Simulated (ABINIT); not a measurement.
# TiNF (Pmmn): changed settings of a GW run in ABINIT

Aim: change inputs of a GW run on TiNF (Pmmn) and see what moves.

Main program and level: ABINIT 10.8.3; PBEsol and many-body steps on it, plane waves.

## Step 1: The starting structure

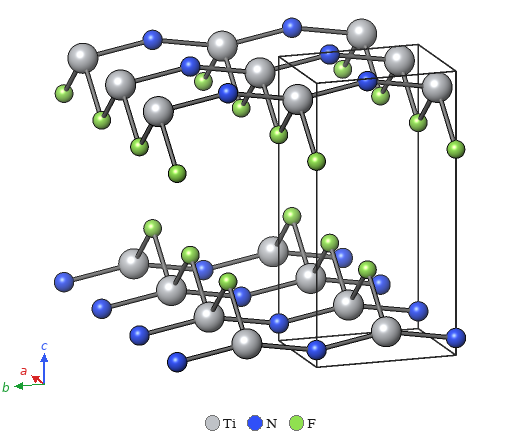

Start, viewed from a free direction; titanium light grey, nitrogen blue, fluorine green. 3×2×1 cells are drawn. Some periodic images of atoms are drawn too.

The cell and positions are those that the Materials Project relaxed with its own functionals (PBE, PBE+U or r2SCAN), kept fixed.

## Step 2: Screening, 4×2×1 mesh, 96 bands, screening to 122.5 eV

This step: ABINIT 10.8.3; RPA screening on PBEsol, plane waves, norm-conserving pseudopotentials.

The RPA dielectric matrix is built and inverted for each q.

File run.abi:

```
acell 3*1.0 Angstrom
rprim 
  3.062004000000 0.000000000000 0.000000000000
  0.000000000000 3.964387000000 0.000000000000
  0.000000000000 0.000000000000 7.870826000000
ntypat 3
znucl 22 7 9
natom 6
typat 1 1 2 2 3 3
xred 
  0.500000000000 0.000000000000 0.895914000000
  0.000000000000 0.500000000000 0.104086000000
  0.500000000000 0.500000000000 0.939316000000
  0.000000000000 0.000000000000 0.060684000000
  0.000000000000 0.000000000000 0.724624000000
  0.500000000000 0.500000000000 0.275376000000
pp_dirpath "pseudos"
pseudos "Ti.upf, N.upf, F.upf"
ecut 38
ngkpt 4 2 1
nshiftk 1
shiftk 0 0 0
kptopt 1
chksymbreak 0
istwfk *1
occopt 1
irdwfk 1
optdriver 3
nband 96
ecuteps 4.5
inclvkb 2
awtr 1
symchi 1
indata_prefix "in"
outdata_prefix "out"
tmpdata_prefix "tmp"
```

Run with:

```console
$ OMP_NUM_THREADS=1 mpirun -n 4 abinit run.abi > log
```

What it wrote:

```text
.Version 10.8.3 of ABINIT. v10.8.2 released Aug 2026.

 Symmetries : space group Pm m n (# 59); Bravais oP (primitive ortho.)
[... echo of the input left out ...]
== DATASET  1 ==================================================================
-   mpi_nproc: 4, omp_nthreads: 1 (-1 if OMP is not activated)

--- !DatasetInfo
iteration_state: {dtset: 1, }
dimensions: {natom: 6, nkpt: 6, mband: 96, nsppol: 1, nspinor: 1, nspden: 1, mpw: 7264, }
cutoff_energies: {ecut:  38.0, pawecutdg:  -1.0, }
electrons: {nelect:   4.80000000E+01, charge:   0.00000000E+00, occopt:   1.00000000E+00, tsmear:   1.00000000E-02, }

 SCREENING: Calculation of the susceptibility and dielectric matrices

 Based on a program developped by R.W. Godby, V. Olevano, G. Onida, and L. Reining.
 Incorporated in ABINIT by V. Olevano, G.-M. Rignanese, and M. Torrent.
.Using double precision arithmetic ; gwpc =  8

[... cell and pseudopotentials left out ...]
--------------------------------------------------------------------------------

 ==== K-mesh for the wavefunctions ====
 Number of points in the irreducible wedge :     6
[... list of points left out ...]
 Together with  8 symmetry operations and time-reversal symmetry
 yields     8 points in the full Brillouin Zone.

 ==== Q-mesh for the screening function ====
 Number of points in the irreducible wedge :     6
[... list of points left out ...]
 Together with  8 symmetry operations and time-reversal symmetry
 yields     8 points in the full Brillouin Zone.

 setmesh: FFT mesh size selected  =    24x   30x   60
          total number of points  =        43200

 vcoul_init : cutoff-mode = AUXILIARY_FUNCTION
 q-points for optical limit:   1
     1)      0.000010    0.000020    0.000030

- screening: taking advantage of time-reversal symmetry
- Maximum band index for partially occupied states nbvw = 24
- Remaining bands to be divided among processors   nbcw = 72
- Number of bands treated by each node ~18

 Number of electrons calculated from density =   48.0000; Expected =   48.0000
 average of density, n =  0.074446
 r_s =    1.4747
 omega_plasma =   26.3195 [eV]

 calculating chi0 at frequencies [eV] :
  1    0.000000E+00    0.000000E+00
  2    0.000000E+00    2.631945E+01

--------------------------------------------------------------------------------
  q-point number  1        q = ( 0.000000, 0.000000, 0.000000) [r.l.u.]
--------------------------------------------------------------------------------
[... chi0 elements left out ...]
 For q-point:  0.000010 0.000020 0.000030
  dielectric constant =  11.2528
  dielectric constant without local fields =  12.2981

  Average fulfillment of the sum rule on Im[epsilon] for q-point    1 :     48.69  [%]
[... wings left out ...]
  q-point number  2        q = ( 0.250000, 0.000000, 0.000000) [r.l.u.]
--------------------------------------------------------------------------------
[... chi0 elements left out ...]
  Average fulfillment of the sum rule on Im[epsilon] for q-point    2 :     54.44  [%]

 [... 4 further q-points ...]
```

Elapsed: 23 s, on 4 MPI ranks of Arm Neoverse V2, shared host; peak memory 1.1 GiB.

Numbers from this step:

- ε∞ with local fields, on this mesh, along the program's q direction: 11.25
- the same without local fields: 12.30
- plasma frequency: 26.32 eV
- plane waves in the screening matrix: 293

Local fields lower ε∞ by 8 %. On a Γ-centred mesh this coarse the value itself is usually too large, while a short band sum pulls it down.

## Step 3: Base

The self-energy is evaluated for the states that the input lists, and the levels follow from it, in one-shot runs by the linearised quasiparticle equation.

This step: G0W0 on PBEsol, plane waves, norm-conserving pseudopotentials.

Changes to run.abi since step 2:

```diff
@@ -27,8 +27,15 @@
 irdwfk 1
-optdriver 3
+optdriver 4
 nband 96
+gwcalctyp 0
+ecutsigx 38
+symsigma 1
+nkptgw 1
+kptgw 
+  0.0000000000 0.0000000000 0.0000000000
+bdgw 
+  23 26
 ecuteps 4.5
-inclvkb 2
-awtr 1
-symchi 1
+irdscr 1
+ppmodel 1
 indata_prefix "in"
```

What it wrote:

```text
.Version 10.8.3 of ABINIT. v10.8.2 released Aug 2026.

 Symmetries : space group Pm m n (# 59); Bravais oP (primitive ortho.)
[... echo of the input left out ...]
== DATASET  1 ==================================================================
-   mpi_nproc: 4, omp_nthreads: 1 (-1 if OMP is not activated)

--- !DatasetInfo
iteration_state: {dtset: 1, }
dimensions: {natom: 6, nkpt: 6, mband: 96, nsppol: 1, nspinor: 1, nspden: 1, mpw: 7264, }
cutoff_energies: {ecut:  38.0, pawecutdg:  -1.0, }
electrons: {nelect:   4.80000000E+01, charge:   0.00000000E+00, occopt:   1.00000000E+00, tsmear:   1.00000000E-02, }

 SIGMA: Calculation of the GW corrections

 Based on a program developped by R.W. Godby, V. Olevano, G. Onida, and L. Reining.
 Incorporated in ABINIT by V. Olevano, G.-M. Rignanese, and M. Torrent.
.Using double precision arithmetic ; gwpc =  8

[... cell and pseudopotentials left out ...]
--------------------------------------------------------------------------------

 ==== K-mesh for the wavefunctions ====
 Number of points in the irreducible wedge :     6
[... list of points left out ...]
 Together with  8 symmetry operations and time-reversal symmetry
 yields     8 points in the full Brillouin Zone.

 ==== Q-mesh for screening function ====
 Number of points in the irreducible wedge :     6
[... list of points left out ...]
 Together with  8 symmetry operations and time-reversal symmetry
 yields     8 points in the full Brillouin Zone.

 vcoul_init : cutoff-mode = AUXILIARY_FUNCTION
 q-points for optical limit:   1
     1)      0.000010    0.000020    0.000030
 setmesh: FFT mesh size selected  =    40x   48x   90
          total number of points  =       172800

 Number of electrons calculated from density =   48.0000; Expected =   48.0000
 average of density, n =  0.074446
 r_s =    1.4747
 omega_plasma =   26.3195 [eV]

 === KS Band Gaps ===
  >>>> For spin  1
   Minimum direct gap =   0.6833 [eV], located at k-point      :   0.0000  0.0000  0.0000
   Fundamental gap    =   0.6833 [eV], Top of valence bands at :   0.0000  0.0000  0.0000
                                       Bottom of conduction at :   0.0000  0.0000  0.0000
 SIGMA fundamental parameters:
 PLASMON POLE MODEL  1
 number of plane-waves for SigmaX                 7201
 number of plane-waves for SigmaC and W            293
 number of plane-waves for wavefunctions          7201
 number of bands                                    96
 number of independent spin polarizations            1
 number of spinorial components                      1
 number of k-points in IBZ                           6
 number of q-points in IBZ                           6
 number of symmetry operations                       8
 number of k-points in BZ                            8
 number of q-points in BZ                            8
 number of frequencies for dSigma/dE                 9
 frequency step for dSigma/dE [eV]                0.25
 number of omega for Sigma on real axis              0
 max omega for Sigma on real axis  [eV]           0.00
 zcut for avoiding poles [eV]                     0.10

 EPSILON^-1 parameters (SCR file):
 dimension of the eps^-1 matrix on file            293
 dimension of the eps^-1 matrix used               293
 number of plane-waves for wavefunctions          7201
 number of bands                                    96
 number of q-points in IBZ                           6
 number of frequencies                               2
 number of real frequencies                          1
 number of imag frequencies                          1

 matrix elements of self-energy operator (all in [eV])

 Perturbative Calculation

--- !SelfEnergy_ee
iteration_state: {dtset: 1, }
kpoint     : [   0.000,    0.000,    0.000, ]
spin       : 1
KS_gap     :    0.683
QP_gap     :    1.717
Delta_QP_KS:    1.033
data: !SigmaeeData |
     Band     E0 <VxcDFT>   SigX SigC(E0)      Z dSigC/dE  Sig(E)    E-E0       E
       23   1.124 -18.907 -21.918   3.657   0.747  -0.338 -18.424   0.483   1.607
       24   2.376 -18.173 -20.423   3.043   0.748  -0.337 -17.580   0.594   2.969
       25   3.059 -19.644 -12.296  -5.171   0.747  -0.338 -18.017   1.627   4.686
       26   3.820 -20.336 -12.144  -5.872   0.739  -0.352 -18.620   1.715   5.536

== END DATASET(S) ==============================================================
================================================================================

 -outvars: echo values of variables after computation  --------
           etotal      0.0000000000E+00
            nband          96
             nkpt           6
          spgroup          59
 [... the other variables as echoed above ...]

 Calculation completed.
```

Wall time 5.5 s (4 MPI ranks); peak memory 0.86 GiB.

Numbers from this step:

| Property | Result |
| --- | --- |
| G0W0 gap on the points computed | 1.717 eV |
| starting gap on the mesh | 0.6833 eV |
| k of the valence top | 0, 0, 0 |
| k of the conduction bottom | 0, 0, 0 |
| Z at the valence top | 0.748 |
| Z at the conduction bottom | 0.747 |
| least direct G0W0 gap on the computed points | 1.717 eV |

The gap on the mesh goes from 0.68 eV to 1.72 eV, a correction of +1.03 eV.

## Step 4: Coulomb singularity

Changes to run.abi since step 3:

```diff
@@ -40,2 +40,3 @@
 ppmodel 1
+gw_icutcoul 3
 indata_prefix "in"
```

What it wrote:

```text
.Version 10.8.3 of ABINIT. v10.8.2 released Aug 2026.

 Symmetries : space group Pm m n (# 59); Bravais oP (primitive ortho.)
[... echo of the input left out ...]
== DATASET  1 ==================================================================
-   mpi_nproc: 4, omp_nthreads: 1 (-1 if OMP is not activated)

--- !DatasetInfo
iteration_state: {dtset: 1, }
dimensions: {natom: 6, nkpt: 6, mband: 96, nsppol: 1, nspinor: 1, nspden: 1, mpw: 7264, }
cutoff_energies: {ecut:  38.0, pawecutdg:  -1.0, }
electrons: {nelect:   4.80000000E+01, charge:   0.00000000E+00, occopt:   1.00000000E+00, tsmear:   1.00000000E-02, }

 SIGMA: Calculation of the GW corrections

 Based on a program developped by R.W. Godby, V. Olevano, G. Onida, and L. Reining.
 Incorporated in ABINIT by V. Olevano, G.-M. Rignanese, and M. Torrent.
.Using double precision arithmetic ; gwpc =  8

[... cell and pseudopotentials left out ...]
--------------------------------------------------------------------------------

 ==== K-mesh for the wavefunctions ====
 Number of points in the irreducible wedge :     6
[... list of points left out ...]
 Together with  8 symmetry operations and time-reversal symmetry
 yields     8 points in the full Brillouin Zone.

 ==== Q-mesh for screening function ====
 Number of points in the irreducible wedge :     6
[... list of points left out ...]
 Together with  8 symmetry operations and time-reversal symmetry
 yields     8 points in the full Brillouin Zone.

 vcoul_init : cutoff-mode = CRYSTAL
 q-points for optical limit:   1
     1)      0.000010    0.000020    0.000030
 setmesh: FFT mesh size selected  =    40x   48x   90
          total number of points  =       172800

 Number of electrons calculated from density =   48.0000; Expected =   48.0000
[...]
number of k-points in IBZ                           6
 number of q-points in IBZ                           6
 number of symmetry operations                       8
 number of k-points in BZ                            8
 number of q-points in BZ                            8
 number of frequencies for dSigma/dE                 9
 frequency step for dSigma/dE [eV]                0.25
 number of omega for Sigma on real axis              0
 max omega for Sigma on real axis  [eV]           0.00
 zcut for avoiding poles [eV]                     0.10

 EPSILON^-1 parameters (SCR file):
 dimension of the eps^-1 matrix on file            293
 dimension of the eps^-1 matrix used               293
 number of plane-waves for wavefunctions          7201
 number of bands                                    96
 number of q-points in IBZ                           6
 number of frequencies                               2
 number of real frequencies                          1
 number of imag frequencies                          1

 matrix elements of self-energy operator (all in [eV])

 Perturbative Calculation

--- !SelfEnergy_ee
iteration_state: {dtset: 1, }
kpoint     : [   0.000,    0.000,    0.000, ]
spin       : 1
KS_gap     :    0.683
QP_gap     :    1.707
Delta_QP_KS:    1.024
data: !SigmaeeData |
     Band     E0 <VxcDFT>   SigX SigC(E0)      Z dSigC/dE  Sig(E)    E-E0       E
       23   1.124 -18.907 -21.711   3.563   0.751  -0.332 -18.337   0.569   1.693
       24   2.376 -18.173 -20.216   2.949   0.751  -0.331 -17.493   0.681   3.056
       25   3.059 -19.644 -12.296  -5.077   0.751  -0.332 -17.939   1.705   4.764
       26   3.820 -20.336 -12.144  -5.778   0.743  -0.347 -18.543   1.793   5.613

== END DATASET(S) ==============================================================
================================================================================

 -outvars: echo values of variables after computation  --------
           etotal      0.0000000000E+00
            nband          96
             nkpt           6
          spgroup          59
 [... the other variables as echoed above ...]

 Calculation completed.
```

Wall time 5.5 s (4 MPI ranks); peak memory 0.86 GiB; 22 s of CPU time.

Numbers from this step:

```
G0W0 gap on the points computed              : 1.708 eV
starting gap on the mesh                     : 0.6833 eV
k of the valence top                         : 0, 0, 0
k of the conduction bottom                   : 0, 0, 0
Z at the valence top                         : 0.751
Z at the conduction bottom                   : 0.751
least direct G0W0 gap on the computed points : 1.708 eV
```

Against G0W0 in ABINIT (4×2×1 mesh, 96 bands, screening to 122.5 eV, Godby-Needs plasmon pole), the gap moves by −0.009 eV.

## Step 5: The runs together

Times are wall times on 4 MPI ranks of Arm Neoverse V2, shared host, good to a factor of about two. A run's time includes the screening step that it read.

```
                run   mesh  bands  screening cutoff (eV)  DFT gap (eV)  gap on the mesh (eV)  direct (eV)  ε∞ used  time
               base  4×2×1     96                  122.5         0.683                 1.717        1.717    11.25  28 s
Coulomb singularity  4×2×1     96                  122.5         0.683                 1.708        1.708    11.25  28 s
```

## Step 6: Summary of results

```
base                : 1.717 eV
Coulomb singularity : 1.708 eV
known limits        : not at the basis limit; coarse k mesh
```

What this shows: Coulomb singularity: −0.009 eV against base (keys changed: gw_icutcoul). Bands and cutoff are finite, so the gap is not at the basis limit. The miss can reach some tenths of an eV and take either sign; the mesh is an error of its own. In the G0W0 runs levels were corrected at 1 k point alone, so a gap called «on the mesh» is the least over those, and an edge elsewhere would be missed. The 4×2×1 mesh is coarse for this cell, which bears on the long-range parts of exchange and screening.

[Paths, hosts, dates, memory and timing lines, banners, echoed tables and standing remarks are left out of the program output.]

[Logs are printed without paths, hosts, clocks, repeated set-up lines and the standing remarks that a program may print on its own settings, such as how far it seeks lower states.]

[Runs of the session that timed out or met a known fault of the program may be left out.]

[Hosts, paths, dates, database ids (printed as entryN), source tags and the programs' standing remarks are cut or masked in the printed files.]

[G0W0 gaps are taken among the corrected bands and points alone; a level outside them can change the order at an edge.]

[Where Ansatz stands beside ABINIT at settings called matched, ABINIT's density can come from a denser mesh and the files from another edition; pairs whose starting gaps differed by over 0.03 eV were left out, so agreement reads better than it is.]
